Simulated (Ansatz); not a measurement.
**Work function of Y(0001): what the settings cost and change**

Aim: the work function of Y(0001) across levels of theory at one geometry.

Calculated with Ansatz 0.2.0; plane-wave DFT, PBE, Ansatz PAW, in the first sound run; inputs show where later runs differ.

**1. Starting point**

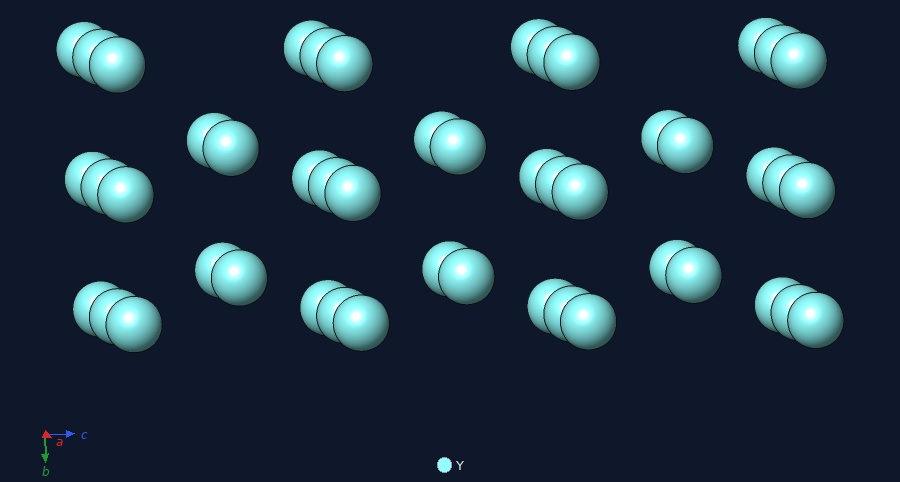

The starting structure, seen from the side, with the c axis across the page (yttrium light teal). 2×2×1 cells are drawn. Some periodic images of atoms are drawn too.

The cell holds 7 atoms: 7 Y. Cell: a = 3.650 Å, b = 3.650 Å, c = 35.202 Å, α = 90.0°, β = 90.0°, γ = 60.0°. Vacuum lies along c.

As a file:

```xyz
7
Lattice="3.6500 0.0000 0.0000 1.8250 3.1610 0.0000 0.0000 0.0000 35.2024" Properties=species:S:1:pos:R:3
Y     0.0000    0.0000    9.0000
Y     3.6500    2.1073   11.8671
Y     0.0000    0.0000   14.7341
Y     3.6500    2.1073   17.6012
Y     0.0000    0.0000   20.4683
Y     3.6500    2.1073   23.3354
Y     0.0000    0.0000   26.2024
```

**2. Run, setting PBE, Ansatz PAW (420 eV)**

A work function rests on the faint tail of the density, so the SCF threshold is tight. PBE on the default files comes first; the next runs keep the geometry and change functional or files, each at the cutoff that its files recommend; a relaxation and, for heavy metals, spin-orbit coupling close the ladder.

The input, input.yaml:

```yaml
crystal:
  lattice:
    - [3.65, 0.0, 0.0]
    - [1.825, 3.1609927238, 0.0]
    - [0.0, 0.0, 35.20245]
  atoms:
    - { symbol: "Y", position: [0.0, 0.0, 0.2556640234] }
    - { symbol: "Y", position: [0.6666666667, 0.6666666667, 0.3371093489] }
    - { symbol: "Y", position: [0.0, 0.0, 0.4185546745] }
    - { symbol: "Y", position: [0.6666666667, 0.6666666667, 0.5] }
    - { symbol: "Y", position: [0.0, 0.0, 0.5814453255] }
    - { symbol: "Y", position: [0.6666666667, 0.6666666667, 0.6628906511] }
    - { symbol: "Y", position: [0.0, 0.0, 0.7443359766] }
kpoints:
  mp_grid: { grid: [13, 13, 1] }
hamiltonian:
  xc: pbe
scf:
  occupations: { method: fermi_dirac, width: 0.1 }
  convergence: { dr2_threshold: 1.0e-09 }
efield:
  axis: 3
  dipole_correction: true
  ramp_position: 0.97
  ramp_width: 0.06
output:
  write_potential: true
  write_density: true
  volumetric_format: npy
  elf: true
```

Command:

```sh
ansatz run input.yaml --threads 2 --pin off --max-ram 3072MiB --backend cpu --events-out ev --progress --plain --runs-dir out
```

Numbers of over 12 decimals in the logs are rounded to 6 here.

Log:

```text
Engine: ansatz 0.2.0, aarch64-unknown-linux-gnu
Pseudopotentials: kind: paw
Pseudopotential: Y, paw, valence charge 11, recommended cutoff 420 eV (normal), Y.paw.azcp
Functional definition: PBE
  parameter kappa = 0.804
  parameter beta = 0.066725
  exchange = pbe_x(kappa = kappa, mu = beta*pi^2/3)
  correlation = pbe_c(beta = beta)
Crystal: 7 atoms, lattice volume = 406.153 Å³
Basis set: ecut = 420 eV, 7797 PW (Γ)
Bands: 47, of which v1, the nominal top of the filled ones, is band 39 counted from 1 (38 counted from 0)
Symmetry: 6 space group operations
k-points: 21 of 169 (time reversal used)
Non-local potential: Y, projectors of the file, l = 0: 3, l = 1: 2, l = 2: 2, l = 3: 1
PAW form: soft (Blöchl's): semilocal exchange-correlation on the pseudo side does not see the compensation charge
PAW one-centre angular grid: Y, 590 points (default); XC on 64 Gauss nodes
Initial density: superposition of atomic densities (neutral atoms: chi_scale 0, normalization atom), corrected by the library's trained network
Initial wavefunctions: pseudopotential atomic-orbital guess
Functional: x = pbe(κ = 0.804, μ = 0.219515), c = pbe(β = 0.066725)
SCF iter   1: F=—  HF=-26939.477976 eV  |F-HF|=—  |Δ(HF+E_count)|=         —  Δρ=2.62e-3  dr2=7.80e-1  ethr=1.77e-3  p=0.000 e·Å  D=1.36e-14 V/Å  ΔV_dip=-0.00 eV  dr2_dipole=7.27e-5  V_vac-E_F(+/−)=2.98/2.98 eV  ⟨swp⟩=7.9  Hψ=9331  notcnv=0
efield: sawtooth ramp at fractional position 0.9700 (set: `efield.ramp_position`, or a place that a band, a saddle search or an elastic batch's reference lends), width 0.0600; the density the first Hamiltonian is built on has a dipole p = 0.000 e·Å; the dipole correction subtracts the counter field D = 1.36e-14 V/Å, which shifts the + side's vacuum level by -0.00 eV against the − side's; the planar-averaged density in the ramp window peaks in size at 5.0e-5 e/Å³
automatic band count: the SCF goes on with 55 bands, as 47 were too few: the levels above may hold too much charge
preconditioner: auto → LDOS  [metal: Δε(μ)=0.006 eV  Ē_g=2.589 eV  σ=0.100 eV  W_gap=0.01  n_scr=64 (ndim 8)  ℏωp=8.4 eV  f_vac=0.379  D(μ)=15.79/eV (n_scr^D=142)  β→1.0]
SCF iter   2: F=—  HF=-26939.466434 eV  |F-HF|=—  |Δ(HF+E_count)|=   1.15e-2  Δρ=9.03e-4  dr2=1.70e-2  ethr=1.01e-3  p=0.000 e·Å  D=2.11e-5 V/Å  ΔV_dip=-0.00 eV  dr2_dipole=4.04e-5  V_vac-E_F(+/−)=3.25/3.25 eV  ⟨swp⟩=1.8  Hψ=1383  notcnv=0
SCF iter   3: F=—  HF=-26939.466218 eV  |F-HF|=—  |Δ(HF+E_count)|=   2.16e-4  Δρ=5.20e-4  dr2=7.18e-3  ethr=2.21e-5  p=-0.000 e·Å  D=-9.30e-6 V/Å  ΔV_dip=0.00 eV  dr2_dipole=6.22e-7  V_vac-E_F(+/−)=3.30/3.30 eV  ⟨swp⟩=2.0  Hψ=1831  notcnv=0
SCF iter   4: F=—  HF=-26939.465723 eV  |F-HF|=—  |Δ(HF+E_count)|=   4.95e-4  Δρ=1.30e-4  dr2=1.97e-4  ethr=9.33e-6  p=-0.000 e·Å  D=-6.30e-6 V/Å  ΔV_dip=0.00 eV  dr2_dipole=1.32e-10  V_vac-E_F(+/−)=3.33/3.33 eV  ⟨swp⟩=2.0  Hψ=1317  notcnv=0
SCF iter   5: F=—  HF=-26939.465733 eV  |F-HF|=—  |Δ(HF+E_count)|=   1.00e-5  Δρ=4.03e-5  dr2=3.18e-5  ethr=2.56e-7  p=-0.000 e·Å  D=-2.84e-6 V/Å  ΔV_dip=0.00 eV  dr2_dipole=1.87e-8  V_vac-E_F(+/−)=3.36/3.36 eV  ⟨swp⟩=2.0  Hψ=1842  notcnv=0
SCF iter   6: F=—  HF=-26939.465741 eV  |F-HF|=—  |Δ(HF+E_count)|=   7.85e-6  Δρ=2.34e-5  dr2=1.97e-5  ethr=4.13e-8  p=-0.000 e·Å  D=-1.83e-6 V/Å  ΔV_dip=0.00 eV  dr2_dipole=1.66e-8  V_vac-E_F(+/−)=3.37/3.37 eV  ⟨swp⟩=3.0  Hψ=2056  notcnv=0
SCF iter   7: F=—  HF=-26939.465738 eV  |F-HF|=—  |Δ(HF+E_count)|=   2.32e-6  Δρ=7.39e-6  dr2=1.09e-6  ethr=2.56e-8  p=-0.000 e·Å  D=-4.83e-7 V/Å  ΔV_dip=0.00 eV  dr2_dipole=3.73e-9  V_vac-E_F(+/−)=3.37/3.37 eV  ⟨swp⟩=1.0  Hψ=1155  notcnv=0
SCF iter   8: F=—  HF=-26939.465898 eV  |F-HF|=—  |Δ(HF+E_count)|=   1.59e-4  Δρ=2.54e-6  dr2=7.04e-8  ethr=1.41e-9  p=-0.000 e·Å  D=-1.12e-7 V/Å  ΔV_dip=0.00 eV  dr2_dipole=1.63e-11  V_vac-E_F(+/−)=3.37/3.37 eV  ⟨swp⟩=2.1  Hψ=1519  notcnv=0
SCF iter   9: F=—  HF=-26939.465898 eV  |F-HF|=—  |Δ(HF+E_count)|=   7.83e-9  Δρ=9.21e-7  dr2=1.97e-8  ethr=9.14e-11  p=-0.000 e·Å  D=-4.18e-8 V/Å  ΔV_dip=0.00 eV  dr2_dipole=2.14e-12  V_vac-E_F(+/−)=3.37/3.37 eV  ⟨swp⟩=2.8  Hψ=1994  notcnv=0
SCF iter  10: F=—  HF=-26939.465898 eV  |F-HF|=—  |Δ(HF+E_count)|=  2.15e-10  Δρ=3.97e-7  dr2=3.59e-9  ethr=2.55e-11  p=-0.000 e·Å  D=-1.37e-8 V/Å  ΔV_dip=0.00 eV  dr2_dipole=5.49e-12  V_vac-E_F(+/−)=3.37/3.37 eV  ⟨swp⟩=1.0  Hψ=1155  notcnv=0
SCF iter  11: F=-26939.465898 eV  HF=-26939.465898 eV  |F-HF|=3.13e-10  |Δ(HF+E_count)|=  1.24e-10  Δρ=1.35e-7  dr2=3.30e-10  ethr=1.30e-12  p=0.000 e·Å  D=8.55e-9 V/Å  ΔV_dip=-0.00 eV  dr2_dipole=3.85e-13  V_vac-E_F(+/−)=3.37/3.37 eV  ⟨swp⟩=4.1  Hψ=2346  notcnv=0
SCF 1 converged in 11 iterations: F = -26939.465898 eV  dr2 = 3.30e-10
  greatest PAW one-centre occupation: 0.994 electrons in one spin orbital (limit 2), on the Y atom at site 2 (counted from 0), in its partial waves of l = 0
WARN: The output density's exchange-correlation potential varies sharply where the density is thin. Do not read a vacuum level from v_tot or v_xc, or from such a field of the output density. On a cell that repeats whose density bears no net charge and no dipole along the vacuum's axis use v_es (v_loc + v_h of the components); under efield.dipole_correction with no amplitude use v_es + v_field, which holds any externa [...]
SCF converged after 11 iterations
Free energy (F): -26939.465898 eV
Harris-Foulkes:  -26939.465898 eV  (|F-HF|=3.13e-10)
Internal energy: -26938.979078 eV  (E = F + TS)
E sigma→0 (E₀):  -26939.222488 eV
Entropy (-TS):   -0.486820 eV (-69.546 meV/atom)
Fermi energy:    3.939847 eV
Dipole field:    D = -0.000001 V/Å  (p = -0.000001 e·Å, saw-weighted, corrected)
Work function:   Φ+ = 3.3700 eV   Φ− = 3.3700 eV
Levels:          The Fermi level and band energies are counted from a zero that moves with the ramp; work functions are not
--- Per-component energies (eV) ---
  E_band       = -1275.217019
  E_kinetic    = 2127.482646
  E_local      = -55682.774655  (includes V_loc(G=0)·N_el)
  E_nonlocal   = 351.061177
  E_hartree    = 26843.812891
  E_xc         = -1207.596782
  E_vxc        = -1385.763455  (∫ρ·V_xc dr)
  E_paw        = -19777.432151  (= ΣΔE_a)
  E_vpaw       = -372.845327  (= ΣTr[D̂ρ^β])
  E_aug_tail   = 0.000024  (compensation charges beyond the density's cutoff)
  E_efield     = 0.000000  (sawtooth field / dipole correction)
  E_vefield    = 0.000000  (∫n·V_field dr)
  E_ewald      = 20406.467772
  E_smearing   = -0.486820  (= −TS)
  E_closure    = 0.000000  (closes the sum)
  Σ components = -26939.465898   (vs F -26939.465898, Δ=0.00e0)
--- Band table (eV; the first three rows and the last of 21) ---
  k-point 0: bands = [... 35 lower, 4.1166, 4.1232, 4.6311, 4.7053, 4.7904, 5.1478, 5.4921, 5.4921, ... 12 higher]
  k-point 1: bands = [... 35 lower, 4.1219, 4.1343, 4.5140, 4.5800, 4.7133, 5.1052, 5.3151, 5.3350, ... 12 higher]
  k-point 2: bands = [... 35 lower, 4.0738, 4.1074, 4.2550, 4.2792, 4.5519, 4.8793, 4.9261, 4.9553, ... 12 higher]
  k-point 20: bands = [... 35 lower, 3.5113, 3.5369, 3.6699, 3.6726, 3.9184, 3.9398, 4.2597, 4.3154, ... 12 higher]
```

Run time: 87 s. Hardware: 2 threads of Arm Neoverse N1, shared host; peak memory 0.86 GiB; 2.2 min of CPU time.

Numbers from this step:

- energy at zero smearing: -26939.2225 eV
- work function, upper face: 3.370 eV

Running mean over 2.867 Å of the planar mean; the ramp of the sawtooth is left out. The electron's electrostatic potential energy less the Fermi level by z:

```tsv
z (Å)	electron's electrostatic potential energy less the Fermi level (eV)
4	3.36
6	3.02
8	-4.08
10	-5.58
12	-5.47
14	-5.55
16	-5.54
18	-5.53
20	-5.54
22	-5.53
24	-5.44
26	-5.82
28	0.224
30	3.30
```

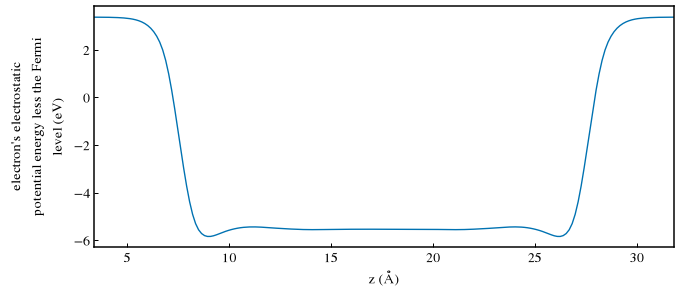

Electron's electrostatic potential energy less the Fermi level against z.

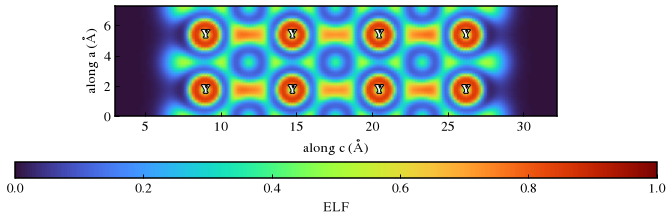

ELF in the ca plane at fractional y = 0.000, with atoms of Y within 0.2 Å of it. It is the smooth field of the valence electrons, not physical close to the nuclei. The map starts off the cell's origin, so that atoms lie inside it. The far vacuum is left out of the map.

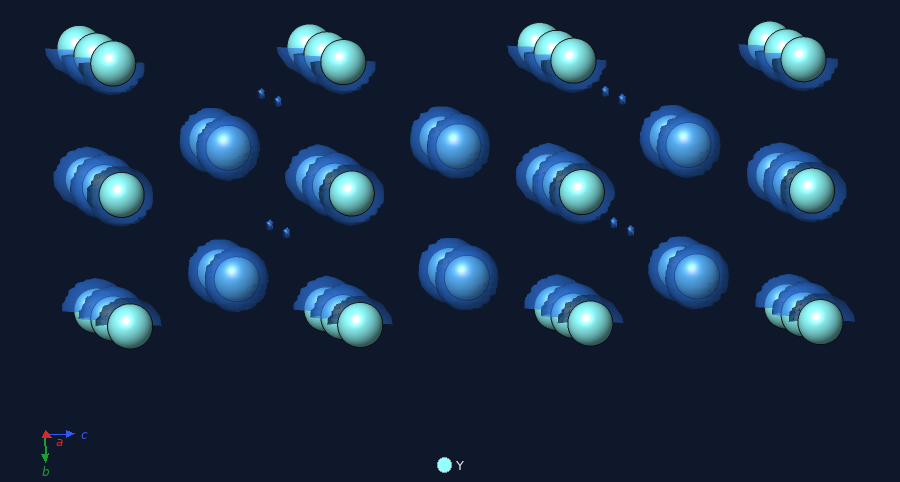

Surface of ELF = 0.78. 2×2×1 cells are drawn.

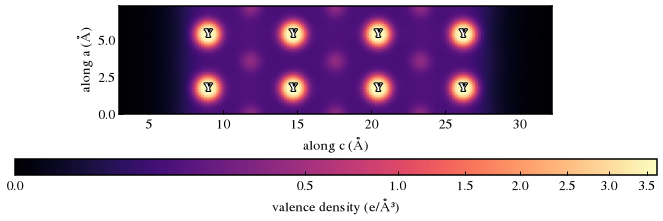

Valence density in the ca plane at fractional y = 0.000, with atoms of Y within 0.2 Å of it. It is the smooth field of the valence electrons, not physical close to the nuclei. The map starts off the cell's origin, so that atoms lie inside it. The colour scale is stretched toward low values. The far vacuum is left out of the map.

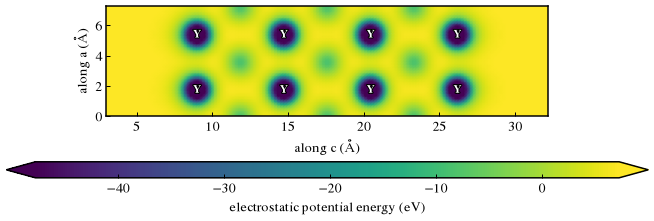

Electrostatic potential energy in the ca plane at fractional y = 0.000, with atoms of Y within 0.2 Å of it. With pseudopotentials it is smooth inside the atoms' cores, unlike the true potential. The map starts off the cell's origin, so that atoms lie inside it. The far vacuum is left out of the map.

The work function is 3.370 eV.

**3. Slab**

This step: plane-wave DFT, LDA, Ansatz PAW (Ansatz 0.2.0).

Changes to input.yaml since step 2:

```diff
@@ -16,3 +16,3 @@
 hamiltonian:
-  xc: pbe
+  xc: lda
 scf:
@@ -29,2 +29 @@
   volumetric_format: npy
-  elf: true
```

Log:

```text
[...]
Crystal: 7 atoms, lattice volume = 406.153 Å³
Basis set: ecut = 420 eV, 7797 PW (Γ)
Bands: 47, of which v1, the nominal top of the filled ones, is band 39 counted from 1 (38 counted from 0)
Symmetry: 6 space group operations
k-points: 21 of 169 (time reversal used)
[...]
k-point 0: bands = [... 35 lower, 3.9057, 3.9108, 4.4468, 4.5293, 4.5918, 4.9026, 5.2277, 5.2277, ... 12 higher]
  k-point 1: bands = [... 35 lower, 3.9126, 3.9240, 4.3205, 4.4100, 4.4931, 4.8565, 5.0578, 5.0770, ... 12 higher]
  k-point 2: bands = [... 35 lower, 3.8632, 3.9098, 4.0354, 4.1062, 4.3094, 4.6284, 4.6784, 4.7066, ... 12 higher]
  k-point 20: bands = [... 35 lower, 3.3140, 3.3412, 3.4623, 3.4626, 3.6937, 3.7065, 4.0606, 4.1100, ... 12 higher]
[key lines of the parts left out:]
SCF converged after 10 iterations
Free energy (F): -26217.193028 eV
Fermi energy:    3.727685 eV
Dipole field:    D = 0.000002 V/Å  (p = 0.000004 e·Å, saw-weighted, corrected)
Work function:   Φ+ = 3.5298 eV   Φ− = 3.5299 eV
```

Wall time 78 s (2 threads); peak memory 0.84 GiB.

The work function is 3.530 eV, +0.160 eV from the run “PBE, Ansatz PAW (420 eV)”, at 0.97 times its CPU time.

**4. Slab**

This step: plane-wave DFT, PBEsol, Ansatz PAW (Ansatz 0.2.0).

Changes to input.yaml since step 3:

```diff
@@ -16,3 +16,3 @@
 hamiltonian:
-  xc: lda
+  xc: pbesol
 scf:
```

Log:

```text
[...]
Crystal: 7 atoms, lattice volume = 406.153 Å³
Basis set: ecut = 420 eV, 7797 PW (Γ)
Bands: 47, of which v1, the nominal top of the filled ones, is band 39 counted from 1 (38 counted from 0)
Symmetry: 6 space group operations
k-points: 21 of 169 (time reversal used)
[...]
k-point 0: bands = [... 35 lower, 4.0320, 4.0384, 4.5477, 4.6274, 4.7012, 5.0527, 5.3924, 5.3924, ... 12 higher]
  k-point 1: bands = [... 35 lower, 4.0372, 4.0496, 4.4290, 4.5020, 4.6221, 5.0100, 5.2161, 5.2361, ... 12 higher]
  k-point 2: bands = [... 35 lower, 3.9878, 4.0241, 4.1657, 4.1997, 4.4586, 4.7821, 4.8287, 4.8595, ... 12 higher]
  k-point 20: bands = [... 35 lower, 3.4257, 3.4506, 3.5811, 3.5844, 3.8272, 3.8447, 4.1755, 4.2285, ... 12 higher]
[key lines of the parts left out:]
SCF converged after 11 iterations
Free energy (F): -26564.057959 eV
Fermi energy:    3.852550 eV
Dipole field:    D = -0.000000 V/Å  (p = -0.000001 e·Å, saw-weighted, corrected)
Work function:   Φ+ = 3.4219 eV   Φ− = 3.4219 eV
```

Elapsed: 2.3 min, on 2 threads; peak memory 0.86 GiB; 2.2 min of CPU time.

The work function is 3.422 eV, +0.052 eV from the run “PBE, Ansatz PAW (420 eV)”, at 0.99 times its CPU time.

**5. Run**

This step: plane-wave DFT, RPBE, Ansatz PAW (Ansatz 0.2.0).

Changes to input.yaml since step 4:

```diff
@@ -16,3 +16,3 @@
 hamiltonian:
-  xc: pbesol
+  xc: rpbe
 scf:
```

Log:

```text
[...]
Crystal: 7 atoms, lattice volume = 406.153 Å³
Basis set: ecut = 420 eV, 7797 PW (Γ)
Bands: 47, of which v1, the nominal top of the filled ones, is band 39 counted from 1 (38 counted from 0)
Symmetry: 6 space group operations
k-points: 21 of 169 (time reversal used)
[...]
k-point 0: bands = [... 35 lower, 4.2218, 4.2287, 4.7191, 4.7835, 4.8906, 5.2590, 5.6094, 5.6094, ... 12 higher]
  k-point 1: bands = [... 35 lower, 4.2257, 4.2380, 4.6059, 4.6597, 4.8184, 5.2183, 5.4300, 5.4499, ... 12 higher]
  k-point 2: bands = [... 35 lower, 4.1754, 4.2019, 4.3595, 4.3622, 4.6646, 4.9936, 5.0380, 5.0677, ... 12 higher]
  k-point 20: bands = [... 35 lower, 3.6062, 3.6304, 3.7683, 3.7713, 4.0233, 4.0496, 4.3520, 4.4098, ... 12 higher]
[key lines of the parts left out:]
SCF converged after 10 iterations
Free energy (F): -26987.137479 eV
Fermi energy:    4.038677 eV
Dipole field:    D = -0.000000 V/Å  (p = -0.000000 e·Å, saw-weighted, corrected)
Work function:   Φ+ = 3.2696 eV   Φ− = 3.2696 eV
```

It took 99 s on 2 threads; peak memory 0.86 GiB; 2.1 min of CPU time.

The work function is 3.270 eV, -0.100 eV from the run “PBE, Ansatz PAW (420 eV)”, at 0.96 times its CPU time.

**6. Run**

This step: plane-wave DFT, r2SCAN, Ansatz PAW (Ansatz 0.2.0).

Changes to input.yaml since step 5:

```diff
@@ -16,3 +16,3 @@
 hamiltonian:
-  xc: rpbe
+  xc: r2scan
 scf:
```

Log:

```text
[...]
Crystal: 7 atoms, lattice volume = 406.153 Å³
Basis set: ecut = 500 eV, 10413 PW (Γ), exchange–correlation on 108×108×1080 points (64 copies of the dense FFT grid, shifted against one another)
Bands: 47, of which v1, the nominal top of the filled ones, is band 39 counted from 1 (38 counted from 0)
Symmetry: 6 space group operations
[...]
k-point 0: bands = [... 35 lower, 4.1083, 4.1137, 4.6308, 4.6323, 4.8753, 5.3080, 5.7067, 5.7067, ... 4 higher]
  k-point 1: bands = [... 35 lower, 4.1129, 4.1198, 4.5137, 4.5296, 4.8120, 5.2698, 5.5061, 5.5265, ... 4 higher]
  k-point 2: bands = [... 35 lower, 4.0703, 4.0753, 4.2204, 4.3142, 4.6675, 5.0325, 5.0734, 5.1057, ... 4 higher]
  k-point 20: bands = [... 35 lower, 3.4695, 3.4893, 3.6543, 3.6586, 3.9447, 3.9947, 4.2559, 4.3327, ... 4 higher]
[key lines of the parts left out:]
SCF converged after 12 iterations
Free energy (F): -27016.593012 eV
Fermi energy:    3.945351 eV
Dipole field:    D = 0.000001 V/Å  (p = 0.000001 e·Å, saw-weighted, corrected)
Work function:   Φ+ = 3.4275 eV   Φ− = 3.4275 eV
```

Run time: 2.3 min. Hardware: 2 threads; peak memory 1.5 GiB; 3.8 min of CPU time.

The work function is 3.427 eV, +0.057 eV from the run “PBE, Ansatz PAW (420 eV)”, at 1.7 times its CPU time.

**7. Run**

This step: plane-wave DFT, PBE, JTH PAW (Ansatz 0.2.0).

Changes to input.yaml since step 6:

```diff
@@ -16,3 +16,4 @@
 hamiltonian:
-  xc: r2scan
+  xc: pbe
+  pseudopotentials: { kind: paw, source: jth }
 scf:
```

Log:

```text
[...]
k-point 0: bands = [... 35 lower, 4.1254, 4.1320, 4.6404, 4.7135, 4.8007, 5.1590, 5.5033, 5.5033, ... 12 higher]
  k-point 1: bands = [... 35 lower, 4.1309, 4.1432, 4.5236, 4.5884, 4.7240, 5.1166, 5.3262, 5.3460, ... 12 higher]
  k-point 2: bands = [... 35 lower, 4.0835, 4.1166, 4.2655, 4.2880, 4.5630, 4.8905, 4.9370, 4.9663, ... 12 higher]
  k-point 20: bands = [... 35 lower, 3.5211, 3.5467, 3.6798, 3.6825, 3.9284, 3.9500, 4.2693, 4.3252, ... 12 higher]
[key lines of the parts left out:]
SCF converged after 14 iterations
Free energy (F): -26913.431418 eV
Fermi energy:    3.949986 eV
Dipole field:    D = -0.000000 V/Å  (p = -0.000001 e·Å, saw-weighted, corrected)
Work function:   Φ+ = 3.3744 eV   Φ− = 3.3744 eV
```

Wall time 4.9 min (2 threads); peak memory 2.1 GiB; 7.1 min of CPU time.

The work function is 3.374 eV, +0.004 eV from the run “PBE, Ansatz PAW (420 eV)”, at 3.2 times its CPU time.

[end of part 1 of 2]

[Logs are printed without paths, hosts, clocks, repeated set-up lines and the standing remarks that a program may print on its own settings, such as how far it seeks lower states.]

[Hosts, paths, dates, database ids (printed as entryN), source tags and the programs' standing remarks are cut or masked in the printed files.]

[Maps of the electrostatic potential energy from Ansatz leave out the sawtooth potential of an applied field or a dipole correction, so their vacuum need not be flat; planar profiles and work functions include it.]
